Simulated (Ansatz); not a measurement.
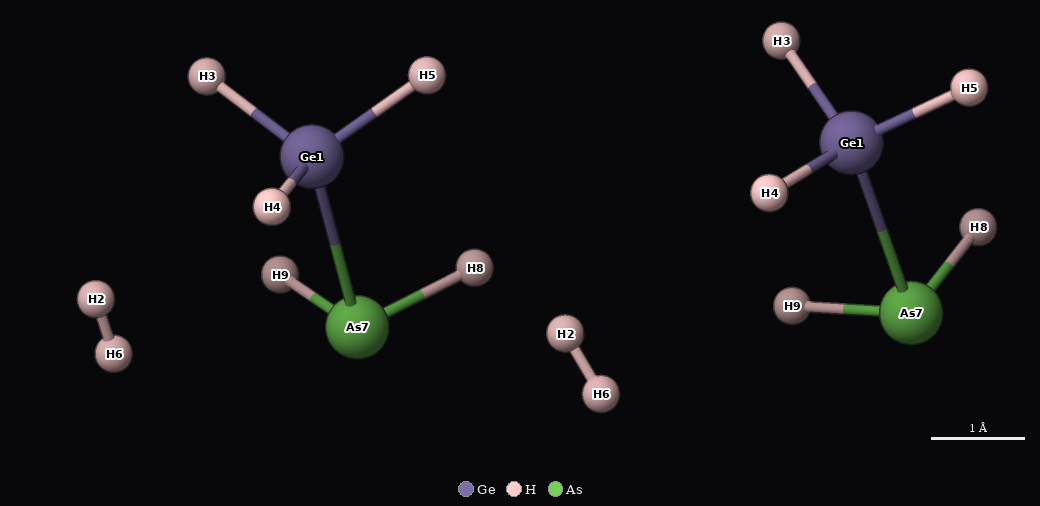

Two geometries of GeAsH7, drawn at one scale. One is the start of a relaxation, the other its converged end. A ball-and-stick model, seen from a free direction.

Level of theory: Ansatz, RKS PBE0-D4/def2-SVP. Settings: no spin polarisation; force threshold 0.03 eV/Å; at most 50 steps.

> Which of the two is the end point?

The right one is the relaxed one. The run prepares an end point of a later path (reaction) calculation, from a guessed geometry. The atom that moves furthest after the best rigid fit is H3 (0.73 Å). By element the largest moves are H 0.73 Å, As 0.40 Å, Ge 0.26 Å. Some distances before and after: H2–H6 0.703 → 0.761 Å, Ge1–As7 2.401 → 2.428 Å. Bond angles that change, for instance: H5–Ge1–As7 110.7° → 108.3°. Groups turn about Ge1–As7 by about 50°. Over 15 accepted moves (18 points after the start) the energy falls by 14.6 kJ/mol. The largest force component goes from 1.6 to 0.014 eV/Å. The line search rejected the trial steps at points 6, 8, 12 of the run. The forces were under the threshold at step 5, but the run went on from there. The run took 49 s on 2 threads of Arm Neoverse V1, on a shared host, peak memory 0.23 GiB.

Limits of the set-up: the start holds two separate molecules, 2.7 Å apart at their closest, whose relative position is a soft coordinate.
